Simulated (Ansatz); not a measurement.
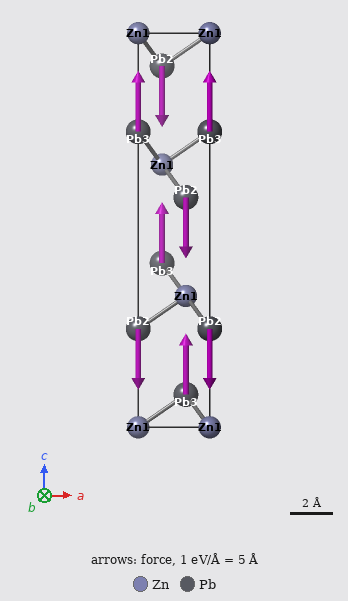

Starting geometry of crystalline ZnPb2 (a generated structure, set up in R-3m) with the computed forces as purple arrows. The picture is a ball-and-stick view of the conventional cell (3 times the calculation's cell), seen along the b axis. Lengths and directions refer to the drawn axes.

The start is a swapped structure.

All numbers below come from DFT, PAW plane waves, PBE in Ansatz 0.2.0.

Input
```yaml
crystal:
  lattice:
    - [3.975279, 0.0, 0.0]
    - [-1.987639, 3.442693, 0.0]
    - [0.0, -2.295125, 6.331372]
  atoms:
    - { symbol: Zn, position: [0.0, 0.0, 0.0] }
    - { symbol: Pb, position: [0.25, 0.5, 0.75] }
    - { symbol: Pb, position: [0.75, 0.5, 0.25] }
  symmetry: { tolerance: 0.0003 }
kpoints:
  mp_grid: { grid: [8, 8, 8], shift: [0, 0, 0] }
magnetization:
  spin_polarized: false
scf:
  occupations: { method: fermi_dirac }
  lower_state_search: "off"
hamiltonian:
  pseudopotentials: { kind: paw }
  xc: pbe
basis:
  ecutwfc: 420
  fft_grid_basis: typed
relax:
  max_steps: 60
  f_tol: 0.03
output:
  forces: true
  stress: true
  eigenvalues: true
  bader: true
  populations: true
  elf: true
  write_potential: true
  volumetric_format: npy
  dos:
    e_range: [-12, 8]
    de: 0.05
    projected: { site_lists: { Pb: [Pb], Zn: [Zn] } }
  write_density: true
checkpoint:
  read: saved_state
```

Run as
```bash
ansatz run input.yaml --threads 2 --pin off --max-ram 2560MiB --backend cpu --events-out ev --progress --plain --runs-dir out
```

> Is this structure relaxed? If not, where do the atoms go?

It isn't relaxed: the largest force vector, on Pb atoms, is 0.59 eV/Å. The atoms end up moving mostly along the starting forces (cosine between the two patterns 1.00). The largest moves, 0.34 Å, are those of Pb2 and Pb3. Pb2 goes along −c. Zn stays in place. The cell doesn't change. Near-neighbour distances that change, for instance: Pb2–Pb3 3.910 → 3.379 Å, Zn1–Pb2 2.788 → 2.996 Å. Among the angles between lasting bonds that change: Pb2–Zn1–Pb3 89.1° → 96.9°, Pb2–Zn1–Pb2 90.9° → 83.1°, Zn1–Pb3–Zn1 90.9° → 83.1°. The space group stays R-3m (No. 166). The energy falls by 0.209 eV per cell of the calculation in 4 geometry steps. Largest force component: 0.59 eV/Å at the start, 0.0014 eV/Å at the end. Cost: 24 s on 2 threads of AMD EPYC 7B13 (Zen 3), with other jobs on the host, peak memory 0.52 GiB.
